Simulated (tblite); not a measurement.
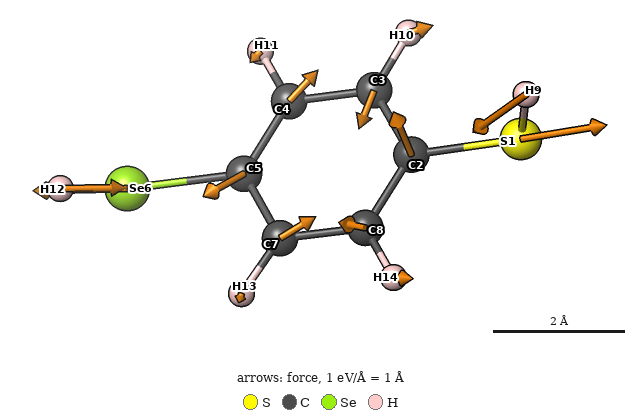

Starting geometry of C$_{6}$H$_{6}$SSe with the computed forces as orange arrows. A ball-and-stick model, seen at a tilt.

Method: GFN2-xTB geometry optimisation, gas phase (tblite 0.8.0). 

What follows when this structure is relaxed?

It isn't relaxed: the largest force vector, on Se6, is 1.63 eV/Å. The final displacements have little in common with the starting forces (cosine between the two patterns 0.28). After 73 geometry steps the energy has fallen by 0.610 eV. The atom that moves furthest after the best rigid fit is H12 (1.08 Å). By element the largest moves are H 1.08 Å, Se 0.41 Å, C 0.23 Å, S 0.20 Å. Near-neighbour distances that change, for instance: S1–H9 1.418 → 1.333 Å, Se6–H12 1.523 → 1.446 Å, S1–C2 1.776 → 1.796 Å, C5–Se6 1.895 → 1.913 Å. Bond angles that change, for instance: C5–Se6–H12 114.0° → 94.6°, C2–S1–H9 112.5° → 95.5°, Se6–C5–C7 118.0° → 121.4°. Groups turn about C5–Se6 by about 65°.
